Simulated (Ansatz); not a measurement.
# K2NaGaBr3F3: complex band structure

A new crystal, K2NaGaBr3F3: structure, gap and complex bands. It is built by putting Br for part of the F in the K2NaGaF6 structure of space group Fm-3m, with the volume rescaled by atomic radii. The parent structure comes from the Materials Project.

Method: LDA DFT, plane waves, PAW files, in the first sound run; inputs show where later runs differ, in Ansatz 0.2.0.

The structure was built from a prototype and need not be the compound's stable phase.

### Step 1. Set-up

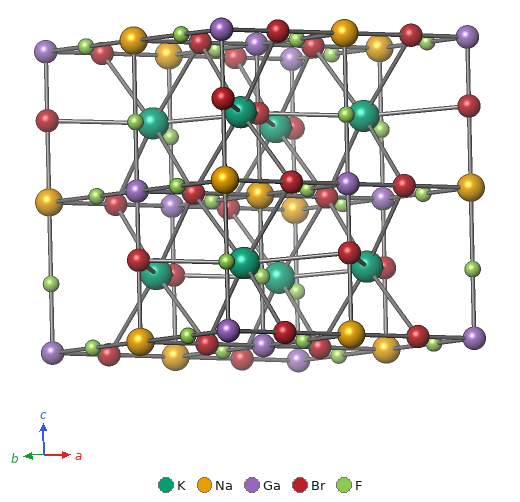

The cell as given, from a free direction (potassium teal, sodium orange, gallium purple, bromine red, fluorine green). This picture shows the conventional cell, with its axes. Some periodic images of atoms are drawn too.

### Step 2. Cell and atoms at rest

The substituted atoms don't fit the parent's cell, so cell and atoms relax together. A small smearing keeps the run stable in case the gap closes on the way.

input.yaml

```yaml
crystal:
  lattice:
    - [0.0, 4.5558326039, 4.5558326039]
    - [4.5558326039, 0.0, 4.5558326039]
    - [4.5558326039, 4.5558326039, 0.0]
  atoms:
    - { symbol: K, position: [0.75, 0.75, 0.75] }
    - { symbol: K, position: [0.25, 0.25, 0.25] }
    - { symbol: Na, position: [0.5, 0.5, 0.5] }
    - { symbol: Ga, position: [0.0, 0.0, 0.0] }
    - { symbol: Br, position: [0.770739, 0.229261, 0.229261] }
    - { symbol: F, position: [0.229261, 0.229261, 0.770739] }
    - { symbol: Br, position: [0.229261, 0.770739, 0.770739] }
    - { symbol: F, position: [0.229261, 0.770739, 0.229261] }
    - { symbol: Br, position: [0.770739, 0.229261, 0.770739] }
    - { symbol: F, position: [0.770739, 0.770739, 0.229261] }
kpoints:
  mp_grid: { grid: [4, 4, 4] }
scf:
  occupations: { method: gaussian, width: 0.03 }
hamiltonian:
  xc: lda
output:
  forces: true
  stress: true
relax:
  f_tol: 0.02
  max_steps: 60
  cell: {}
```

On the command line:

```
ansatz run input.yaml --threads 2 --pin off --max-ram 4096MiB --backend cpu --events-out ev --progress --plain --runs-dir out
```

Numbers of over 12 decimals in the logs are rounded to 6 here.

The program printed:

```text
Engine: ansatz 0.2.0, aarch64-unknown-linux-gnu
Pseudopotentials: kind: paw
Pseudopotential: K, paw, valence charge 9, recommended cutoff 420 eV (normal), K.paw.azcp
Pseudopotential: Na, paw, valence charge 9, recommended cutoff 420 eV (normal), Na.paw.azcp
Pseudopotential: Ga, paw, valence charge 13, recommended cutoff 420 eV (normal), Ga.paw.azcp
Pseudopotential: Br, paw, valence charge 7, recommended cutoff 420 eV (normal), Br.paw.azcp
Pseudopotential: F, paw, valence charge 7, recommended cutoff 420 eV (normal), F.paw.azcp
Functional definition: SPW92
  exchange = slater_x
  correlation = pw_c
Crystal: 10 atoms, lattice volume = 189.118 Å³
Basis set: ecut = 420 eV, 3695 PW (Γ)
Bands: 51, of which v1, the nominal top of the filled ones, is band 41 counted from 1 (40 counted from 0)
Symmetry: 4 space group operations
Space group: Fmm2 (ITA 42), of the structure as read, at distance tolerance 5.7e-5 Å
k-points: 18 of 64 (time reversal used)
Non-local potential: K, projectors of the file, l = 0: 3, l = 1: 2, l = 2: 2
Non-local potential: Na, projectors of the file, l = 0: 3, l = 1: 2, l = 2: 1
Non-local potential: Ga, projectors of the file, l = 0: 2, l = 1: 2, l = 2: 3, l = 3: 1
Non-local potential: Br, projectors of the file, l = 0: 2, l = 1: 2, l = 2: 2
Non-local potential: F, projectors of the file, l = 0: 2, l = 1: 2, l = 2: 1
PAW form: soft (Blöchl's): semilocal exchange-correlation on the pseudo side does not see the compensation charge
PAW frozen core: K, regenerated for the run's functional, and the local potential with it (the file was generated under x = pbe(κ = 0.804, μ = 0.219515), c = pbe(β = 0.066725))
PAW frozen core: Na, regenerated for the run's functional, and the local potential with it (the file was generated under x = pbe(κ = 0.804, μ = 0.219515), c = pbe(β = 0.066725))
PAW frozen core: Ga, regenerated for the run's functional, and the local potential with it (the file was generated under x = pbe(κ = 0.804, μ = 0.219515), c = pbe(β = 0.066725))
PAW frozen core: Br, regenerated for the run's functional, and the local potential with it (the file was generated under x = pbe(κ = 0.804, μ = 0.219515), c = pbe(β = 0.066725))
PAW frozen core: F, regenerated for the run's functional, and the local potential with it (the file was generated under x = pbe(κ = 0.804, μ = 0.219515), c = pbe(β = 0.066725))
PAW one-centre angular grid: K, 110 points (default); XC on 64 Gauss nodes
PAW one-centre angular grid: Na, 110 points (default); XC on 64 Gauss nodes
PAW one-centre angular grid: Ga, 590 points (default); XC on 64 Gauss nodes
PAW one-centre angular grid: Br, 110 points (default); XC on 64 Gauss nodes
PAW one-centre angular grid: F, 110 points (default); XC on 64 Gauss nodes
Initial density: superposition of atomic densities (neutral atoms: chi_scale 0, normalization atom), corrected by the library's trained network
Initial wavefunctions: pseudopotential atomic-orbital guess
Functional: x = slater, c = lda
SCF iter   1: F=—  HF=-18636.924075 eV  |F-HF|=—  |Δ(HF+E_count)|=         —  Δρ=1.21e-2  dr2=1.90e-1  ethr=1.77e-3  ⟨swp⟩=8.9  Hψ=4622  notcnv=0  defer=9
preconditioner: auto → Resta (q_TF=auto, 2.374 Å⁻¹)  ε∞=3.0  [insulator: Δε(μ)=3.492 eV  Ē_g=16.493 eV  σ=0.030 eV  W_gap=1.00  n_scr=50 (ndim 8)  ℏωp=23.5 eV  f_vac=0.046  D(μ)=0.00/eV (n_scr^D=0)  ε∞_Penn≈3.0]
SCF iter   2: F=—  HF=-18636.873749 eV  |F-HF|=—  |Δ(HF+E_count)|=   5.03e-2  Δρ=4.68e-3  dr2=1.87e-2  ethr=2.31e-4  ⟨swp⟩=2.3  Hψ=1841  notcnv=0  defer=83
SCF iter   3: F=—  HF=-18636.869437 eV  |F-HF|=—  |Δ(HF+E_count)|=   4.31e-3  Δρ=1.91e-3  dr2=4.64e-3  ethr=2.29e-5  ⟨swp⟩=2.0  Hψ=1558  notcnv=0  defer=84
SCF iter   4: F=—  HF=-18636.868571 eV  |F-HF|=—  |Δ(HF+E_count)|=   8.66e-4  Δρ=7.18e-4  dr2=5.86e-4  ethr=5.66e-6  ⟨swp⟩=2.1  Hψ=1301  notcnv=0  defer=84
SCF iter   5: F=—  HF=-18636.868410 eV  |F-HF|=—  |Δ(HF+E_count)|=   1.61e-4  Δρ=1.39e-4  dr2=3.80e-5  ethr=7.15e-7  ⟨swp⟩=2.4  Hψ=1533  notcnv=0  defer=84
SCF iter   6: F=—  HF=-18636.868526 eV  |F-HF|=—  |Δ(HF+E_count)|=   1.16e-4  Δρ=5.35e-5  dr2=5.94e-6  ethr=4.64e-8  ⟨swp⟩=2.0  Hψ=1487  notcnv=0  defer=84
SCF iter   7: F=—  HF=-18636.868527 eV  |F-HF|=—  |Δ(HF+E_count)|=   6.69e-7  Δρ=1.99e-5  dr2=6.89e-7  ethr=7.24e-9  ⟨swp⟩=2.0  Hψ=1292  notcnv=0  defer=84
SCF iter   8: F=—  HF=-18636.868527 eV  |F-HF|=—  |Δ(HF+E_count)|=   5.11e-8  Δρ=1.13e-5  dr2=1.81e-7  ethr=1.22e-10  ⟨swp⟩=5.4  Hψ=3443  notcnv=0
SCF iter   9: F=-18636.868527 eV  HF=-18636.868527 eV  |F-HF|=5.24e-10  |Δ(HF+E_count)|=   3.68e-8  Δρ=2.25e-6  dr2=1.40e-8  ethr=1.22e-10  ⟨swp⟩=4.8  Hψ=3034  notcnv=0
SCF 1 converged in 9 iterations: F = -18636.868527 eV  dr2 = 1.40e-8
  greatest PAW one-centre occupation: 0.999 electrons in one spin orbital (limit 2), on the Na atom at site 2 (counted from 0), in its partial waves of l = 0
relax step   1: F+E_penalty+E_count = -18636.86852701 eV  Δ(F+E_penalty+E_count) = +0.000e0 eV  max|allowed force component| = 5.831e0 eV/Å  Δτ_max = 0.0000 Å  P = +11.129 GPa  Ω = 189.118 Å³  (9 SCF iters, dr2 threshold 1.00e-7 eV, accepted)
Crystal: 10 atoms, lattice volume = 199.718 Å³
Basis set: ecut = 420 eV, 3887 PW (Γ)
Initial density: handed on by an earlier stage of this run
Initial wavefunctions: those handed on with the density
iter 1 solved again at ethr=2.97e-4 eV; its pass at ethr=3.10e-3 eV (dr2=2.44e-1 eV) is discarded
SCF iter   1: F=—  HF=-18639.444196 eV  |F-HF|=—  |Δ(HF+E_count)|=         —  Δρ=1.38e-2  dr2=2.44e-1  ethr=2.97e-4  ⟨swp⟩=2.8  Hψ=5378  notcnv=0
preconditioner: auto → Resta (q_TF=auto, 2.352 Å⁻¹)  ε∞=3.0  [insulator: Δε(μ)=2.836 eV  Ē_g=16.301 eV  σ=0.030 eV  W_gap=1.00  n_scr=58 (ndim 8)  ℏωp=22.9 eV  f_vac=0.043  D(μ)=0.00/eV (n_scr^D=0)  ε∞_Penn≈3.0]
SCF iter   2: F=—  HF=-18639.358028 eV  |F-HF|=—  |Δ(HF+E_count)|=   8.62e-2  Δρ=7.01e-3  dr2=5.98e-2  ethr=2.97e-4  ⟨swp⟩=3.6  Hψ=1819  notcnv=0  defer=3
SCF iter   3: F=—  HF=-18639.337216 eV  |F-HF|=—  |Δ(HF+E_count)|=   2.08e-2  Δρ=3.28e-3  dr2=1.48e-2  ethr=7.29e-5  ⟨swp⟩=3.7  Hψ=2051  notcnv=0  defer=23
SCF iter   4: F=—  HF=-18639.332449 eV  |F-HF|=—  |Δ(HF+E_count)|=   4.77e-3  Δρ=5.61e-4  dr2=4.95e-4  ethr=1.81e-5  ⟨swp⟩=2.1  Hψ=1676  notcnv=0  defer=41
SCF iter   5: F=—  HF=-18639.332559 eV  |F-HF|=—  |Δ(HF+E_count)|=   1.11e-4  Δρ=1.89e-4  dr2=5.19e-5  ethr=6.03e-7  ⟨swp⟩=2.0  Hψ=1613  notcnv=0  defer=42
SCF iter   6: F=—  HF=-18639.332537 eV  |F-HF|=—  |Δ(HF+E_count)|=   2.29e-5  Δρ=6.44e-5  dr2=6.47e-6  ethr=6.34e-8  ⟨swp⟩=2.0  Hψ=1431  notcnv=0  defer=42
[...]
[... from here on, the SCF cycles and remarks between the steps are left out ...]
relax step   4: F+E_penalty+E_count = -18640.46950646 eV  Δ(F+E_penalty+E_count) = -1.925e-1 eV  max|allowed force component| = 2.814e-1 eV/Å  Δτ_max = 0.1441 Å  P = -1.294 GPa  Ω = 205.092 Å³  energy of the carried Pulay correction = -2.878e-2 eV  (7 SCF iters, dr2 threshold 1.00e-6 eV, accepted)
relax step   5: F+E_penalty+E_count = -18640.50681806 eV  Δ(F+E_penalty+E_count) = -3.731e-2 eV  max|allowed force component| = 7.147e-2 eV/Å  Δτ_max = 0.0151 Å  P = -0.135 GPa  Ω = 201.049 Å³  energy of the carried Pulay correction = -2.172e-2 eV  (6 SCF iters, dr2 threshold 1.00e-6 eV, accepted)
relax step   6: F+E_penalty+E_count = -18640.51146112 eV  Δ(F+E_penalty+E_count) = -4.643e-3 eV  max|allowed force component| = 3.590e-2 eV/Å  Δτ_max = 0.0120 Å  P = +0.046 GPa  Ω = 199.890 Å³  energy of the carried Pulay correction = -1.967e-2 eV  (6 SCF iters, dr2 threshold 6.58e-7 eV, accepted)
relax step   7: F+E_penalty+E_count = -18640.51106465 eV  Δ(F+E_penalty+E_count) = +3.965e-4 eV  max|allowed force component| = 1.050e-2 eV/Å  Δτ_max = 0.0095 Å  P = -0.014 GPa  Ω = 200.305 Å³  energy of the carried Pulay correction = -2.040e-2 eV  (7 SCF iters, dr2 threshold 8.05e-8 eV, accepted)
relax step   8: F+E_penalty+E_count = -18640.66740616 eV  Δ(F+E_penalty+E_count) = -1.563e-1 eV  max|allowed force component| = 1.938e-2 eV/Å  Δτ_max = 0.0000 Å  P = +0.967 GPa  Ω = 200.305 Å³  stress off target by 2.03e0 GPa  SCF on the basis re-selected at this cell (its energy is not comparable with the rows above)  (9 SCF iters)
relax step   9: F+E_penalty+E_count = -18640.69529947 eV  Δ(F+E_penalty+E_count) = -2.789e-2 eV  max|allowed force component| = 3.041e-2 eV/Å  Δτ_max = 0.0262 Å  P = +0.052 GPa  Ω = 205.586 Å³  energy of the carried Pulay correction = -1.077e-2 eV  (7 SCF iters, dr2 threshold 1.00e-6 eV, accepted)
relax step  10: F+E_penalty+E_count = -18640.69492673 eV  Δ(F+E_penalty+E_count) = +3.727e-4 eV  max|allowed force component| = 1.953e-2 eV/Å  Δτ_max = 0.0080 Å  P = -0.010 GPa  Ω = 206.115 Å³  energy of the carried Pulay correction = -1.207e-2 eV  (6 SCF iters, dr2 threshold 1.47e-7 eV, accepted)
relax step  11: F+E_penalty+E_count = -18640.70959378 eV  Δ(F+E_penalty+E_count) = -1.467e-2 eV  max|allowed force component| = 2.049e-2 eV/Å  Δτ_max = 0.0000 Å  P = +0.029 GPa  Ω = 206.115 Å³  stress off target by 1.21e-1 GPa  SCF on the basis re-selected at this cell (its energy is not comparable with the rows above)  (7 SCF iters)
relax step  12: F+E_penalty+E_count = -18640.70935373 eV  Δ(F+E_penalty+E_count) = +2.400e-4 eV  max|allowed force component| = 2.865e-2 eV/Å  Δτ_max = 0.0036 Å  P = -0.016 GPa  Ω = 206.295 Å³  energy of the carried Pulay correction = -3.683e-4 eV  (6 SCF iters, dr2 threshold 3.64e-8 eV, accepted)
relax step  13: F+E_penalty+E_count = -18640.70935434 eV  Δ(F+E_penalty+E_count) = -6.037e-7 eV  max|allowed force component| = 3.031e-3 eV/Å  Δτ_max = 0.0024 Å  P = +0.001 GPa  Ω = 206.334 Å³  energy of the carried Pulay correction = -4.325e-4 eV  (6 SCF iters, dr2 threshold 5.13e-8 eV, accepted)
iter 1 solved again at ethr=1.20e-7 eV; its pass at ethr=3.10e-3 eV (dr2=9.84e-5 eV) is discarded
SCF iter   1: F=—  HF=-18640.709744 eV  |F-HF|=—  |Δ(HF+E_count)|=         —  Δρ=4.97e-5  dr2=1.76e-7  ethr=1.20e-7  ⟨swp⟩=4.3  Hψ=7810  notcnv=0
preconditioner: auto → Resta (q_TF=auto, 2.339 Å⁻¹)  ε∞=2.9  [insulator: Δε(μ)=3.027 eV  Ē_g=16.232 eV  σ=0.030 eV  W_gap=1.00  n_scr=42 (ndim 8)  ℏωp=22.5 eV  f_vac=0.049  D(μ)=0.00/eV (n_scr^D=0)  ε∞_Penn≈2.9]
SCF iter   2: F=—  HF=-18640.709870 eV  |F-HF|=—  |Δ(HF+E_count)|=   1.26e-4  Δρ=2.48e-5  dr2=4.69e-8  ethr=2.15e-10  ⟨swp⟩=2.3  Hψ=1595  notcnv=0
SCF iter   3: F=—  HF=-18640.709871 eV  |F-HF|=—  |Δ(HF+E_count)|=   1.51e-6  Δρ=5.82e-6  dr2=1.39e-8  ethr=5.72e-11  ⟨swp⟩=2.0  Hψ=1247  notcnv=0
SCF iter   4: F=—  HF=-18640.709871 eV  |F-HF|=—  |Δ(HF+E_count)|=   5.23e-8  Δρ=2.53e-7  dr2=1.80e-10  ethr=1.69e-11  ⟨swp⟩=2.1  Hψ=1530  notcnv=0
SCF iter   5: F=-18640.709871 eV  HF=-18640.709871 eV  |F-HF|=2.91e-11  |Δ(HF+E_count)|=  1.09e-11  Δρ=1.22e-7  dr2=4.19e-11  ethr=1.00e-12  ⟨swp⟩=4.9  Hψ=3385  notcnv=0
SCF 14 converged in 5 iterations: F = -18640.709871 eV  dr2 = 4.19e-11
relax step  14: F+E_penalty+E_count = -18640.70987126 eV  Δ(F+E_penalty+E_count) = -5.169e-4 eV  max|allowed force component| = 3.029e-3 eV/Å  Δτ_max = 0.0000 Å  P = +0.002 GPa  Ω = 206.334 Å³  stress off target by 7.41e-3 GPa  SCF on the basis re-selected at this cell (its energy is not comparable with the rows above)  (5 SCF iters)
basis re-selected at this cell: Δ(F+E_penalty+E_count) = -5.169e-4 eV, ΔP = +0.001 GPa vs the last step (what re-selecting the basis moved, of the pressure what is left beyond the Pulay correction that the steps carried, after the strain that the cell walked since its last selection, with what the two solves' SCF thresholds leave and, on support functions, any second-order correction that the steps lacked; it is no m [...]
SCF converged after 5 iterations
Free energy (F): -18640.709871 eV
Harris-Foulkes:  -18640.709871 eV  (|F-HF|=2.91e-11)
Internal energy: -18640.709871 eV  (E = F + TS)
E sigma→0 (E₀):  -18640.709871 eV
Fermi energy:    4.804426 eV
--- Per-component energies (eV) ---
  E_band       = -646.080614
  E_kinetic    = 1766.812871
  E_local      = -7748.956418  (includes V_loc(G=0)·N_el)
  E_nonlocal   = 1025.963479
  E_hartree    = 3067.227899
  E_xc         = -1392.176600
  E_vxc        = -1055.107821  (∫ρ·V_xc dr)
  E_paw        = -10697.048289  (= ΣΔE_a)
  E_vpaw       = -769.254508  (= ΣTr[D̂ρ^β])
  E_aug_tail   = 0.005847  (compensation charges beyond the density's cutoff)
  E_ewald      = -4665.882319
  E_core_change = 3.343659  (= ΣΔE_core)
  E_smearing   = -0.000000  (= −TS)
  E_closure    = 0.000000  (closes the sum)
  Σ components = -18640.709871   (vs F -18640.709871, Δ=0.00e0)
--- Forces (eV/Å), atoms counted from 1 ---
  atom   1  K     -0.00000000    -0.00025219     0.00000000
  atom   2  K      0.00000000    -0.00025219     0.00000000
  atom   3  Na     0.00000000     0.00004272     0.00000000
  atom   4  Ga     0.00000000     0.00059185     0.00000000
  atom   5  Br     0.00224816     0.00088162     0.00000000
  atom   6  F      0.00000000     0.00045418     0.00063517
  atom   7  Br    -0.00224816     0.00088162     0.00000000
  atom   8  F     -0.00000000     0.00023049     0.00000000
  atom   9  Br    -0.00000000    -0.00302867     0.00000000
  atom  10  F     -0.00000000     0.00045418    -0.00063517
  max |Σ_I F_I| component: 3.59e-6 eV/Å
--- Stress (GPa, compression-positive) ---
        0.007414       0.000000      -0.000000
        0.000000       0.000522      -0.000000
       -0.000000      -0.000000      -0.002215
  P = ⅓ Tr σ = 0.0019 GPa (0.019 kbar)
--- Relaxed structure (11 steps of the walk, 11 accepted, 3 SCFs on fresh bases) ---
  F+E_penalty+E_count = -18640.70987126 eV   max|allowed force component| = 3.029e-3 eV/Å   (the final SCF, on the basis selected at the relaxed cell)
  cell:  # Å, volume = 206.3344 Å³
    - [0.0, 4.847729, 4.008813]
    - [5.308693, 0.0, 4.008813]
    - [5.308693, 4.847729, 0.0]
  atoms:
    - { symbol: K, position: [0.754517, 0.745483, 0.754517] }
    - { symbol: K, position: [0.254517, 0.245483, 0.254517] }
    - { symbol: Na, position: [0.451515, 0.548485, 0.451515] }
    - { symbol: Ga, position: [0.019384, -0.019384, 0.019384] }
    - { symbol: Br, position: [0.770388, 0.229612, 0.250025] }
    - { symbol: F, position: [0.242437, 0.216971, 0.783029] }
    - { symbol: Br, position: [0.250025, 0.749975, 0.770388] }
    - { symbol: F, position: [0.213847, 0.786153, 0.213847] }
    - { symbol: Br, position: [0.760341, 0.239659, 0.760341] }
    - { symbol: F, position: [0.783029, 0.757563, 0.242437] }
```

The job ended after 93 s (2 threads of Arm Neoverse V2, shared host; peak memory 0.5 GiB).

Relaxation path:

```
step  energy less that of the first step (eV)  largest force component (eV/Å)  pressure (GPa)  volume (Å³)
   1                                   0.0000                          5.8314           11.13       189.12
   2                                  -2.4640                          1.8543            1.54       199.72
   3                                  -3.4085                          0.6451            0.50       202.23
   4                                  -3.6010                          0.2814           -1.29       205.09
   5                                  -3.6383                          0.0715           -0.14       201.05
   6                                  -3.6429                          0.0359            0.05       199.89
   7                                  -3.6425                          0.0105           -0.01       200.30
  8*                                  -3.7989                          0.0194            0.97       200.30
   9                                  -3.8268                          0.0304            0.05       205.59
  10                                  -3.8264                          0.0195           -0.01       206.12
 11*                                  -3.8411                          0.0205            0.03       206.12
  12                                  -3.8408                          0.0287           -0.02       206.29
  13                                  -3.8408                          0.0030            0.00       206.33
 14*                                  -3.8413                          0.0030            0.00       206.33
```

Relaxation steps marked * repeat the geometry before them on a plane-wave basis chosen anew for their cell, so energy and pressure can jump there.

The run keeps the 4 symmetry operations that it works with, so distortions that break them were not tested.

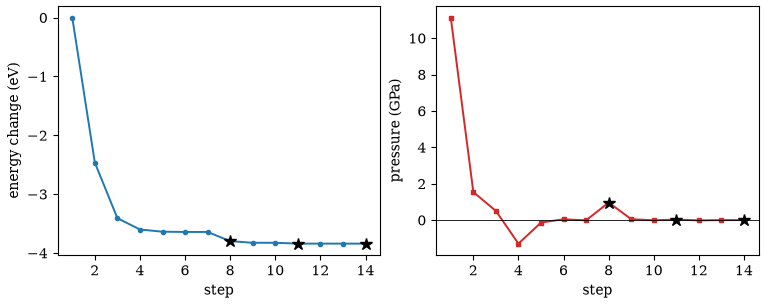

Energy and pressure along the relaxation. Stars mark steps on a basis chosen anew.

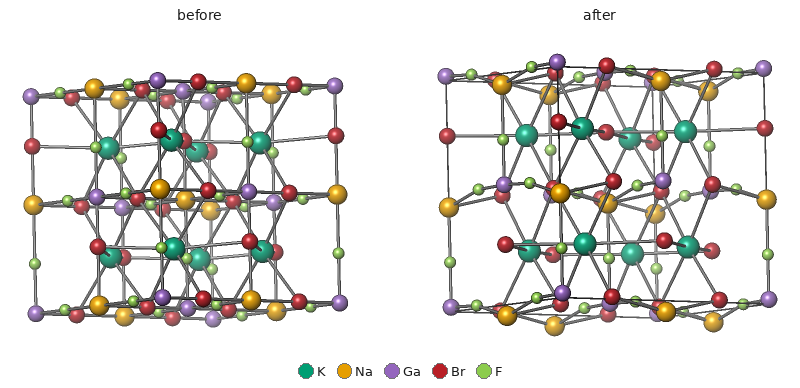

The structure before and after the relaxation, drawn at the same scale.

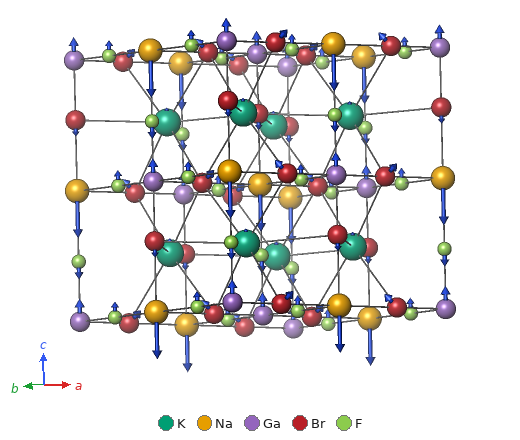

Displacements in the relaxation, exaggerated, measured against the changing cell; the longest in the cell stands for 0.47 Å. Some periodic images of atoms are drawn too.

```
     cell as run  before  after   change
           a (Å)   6.443  6.291   -2.4 %
           b (Å)   6.443  6.652   +3.2 %
           c (Å)   6.443  7.189  +11.6 %
           α (°)   60.00  53.89  -10.2 %
           β (°)   60.00  58.69   -2.2 %
           γ (°)   60.00  67.42  +12.4 %
volume (Å³/atom)   18.91  20.63   +9.1 %
```

The atoms that moved most (Å, as changes of fractional coordinates times the final cell):

```
atom      dx      dy      dz  length
 Na3   0.000  -0.470   0.000   0.470
 Ga4   0.000   0.188   0.000   0.188
 Br5   0.112   0.099   0.000   0.150
 Br7  -0.112   0.099   0.000   0.150
  F8   0.000  -0.149   0.000   0.149
  F6   0.000   0.123   0.004   0.124
 F10   0.000   0.123  -0.004   0.124
 Br9   0.000  -0.101   0.000   0.101
```

Final coordinates:

```cif
data_structure
_symmetry_space_group_name_H-M 'P 1'
_symmetry_Int_Tables_number 1
_cell_length_a 6.2906
_cell_length_b 6.6523
_cell_length_c 7.1891
_cell_angle_alpha 53.893
_cell_angle_beta 58.691
_cell_angle_gamma 67.416
_cell_volume 206.33
loop_
_atom_site_label
_atom_site_type_symbol
_atom_site_fract_x
_atom_site_fract_y
_atom_site_fract_z
_atom_site_occupancy
K1 K 0.75452 0.74548 0.75452 1
K2 K 0.25452 0.24548 0.25452 1
Na3 Na 0.45151 0.54849 0.45151 1
Ga4 Ga 0.01938 0.98062 0.01938 1
Br5 Br 0.77039 0.22961 0.25002 1
F6 F 0.24244 0.21697 0.78303 1
Br7 Br 0.25002 0.74998 0.77039 1
F8 F 0.21385 0.78615 0.21385 1
Br9 Br 0.76034 0.23966 0.76034 1
F10 F 0.78303 0.75756 0.24244 1
```

This step gave:

| Quantity | Value |
| --- | --- |
| free energy | -18640.7099 eV |
| Fermi energy | 4.804 eV |
| pressure | 0.001907 GPa |

The largest force component on a free atom ends at 0.0030 eV/Å.

(Continued in part 2 of 3.)

[Logs are printed without paths, hosts, clocks, repeated set-up lines and the standing remarks that a program may print on its own settings, such as how far it seeks lower states.]

[Hosts, paths, dates, database ids (printed as entryN), source tags and the programs' standing remarks are cut or masked in the printed files.]

[New means built here by substitution; the compound itself may be known and measured.]
